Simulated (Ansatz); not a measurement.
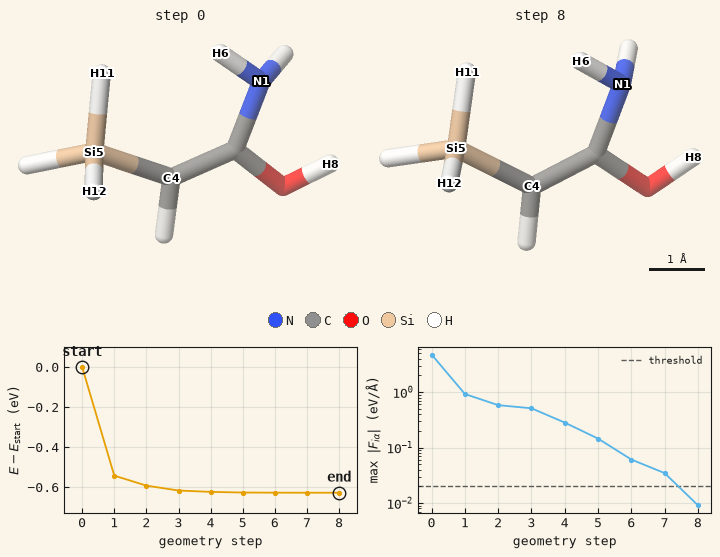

First and last geometry of a relaxation of C2H7NOSi, with the history of the run. A stick model, seen at a tilt.

The run prepares the start of a later molecular dynamics calculation, from a guessed geometry.

Theory: RKS PBE0/STO-3G in Ansatz. (no spin polarisation; force threshold 0.02 eV/Å; at most 40 steps)

Read the history and describe the run.

It converged. After 8 geometry steps the energy has fallen by 0.627 eV. The largest force component goes from 4.8 to 0.0091 eV/Å. The atom that moves furthest after the best rigid fit is an H atom (0.31 Å). By element the largest moves are H 0.31 Å, C 0.17 Å, N 0.11 Å, O 0.10 Å, Si 0.07 Å. Some distances before and after: H–N 0.966 → 1.054 Å, C–N 1.406 → 1.461 Å, H–Si 1.499 → 1.445 Å, C–H 1.141 → 1.091 Å. Bond angles that change, for instance: C–C–Si 135.7° → 126.9°, H–N–H 113.4° → 104.9°, Si–C–H 111.0° → 118.1°.

```
step  E − E(0), eV  largest force component, eV/Å
   0        0.0000                         4.7642
   1       -0.5417                         0.9261
   2       -0.5916                         0.5826
   3       -0.6161                         0.5118
   4       -0.6228                         0.2826
   5       -0.6261                         0.1454
   6       -0.6268                         0.0610
   7       -0.6270                         0.0348
   8       -0.6271                         0.0091
```

Limits of the set-up: STO-3G is a minimal basis, so the numbers are rough.
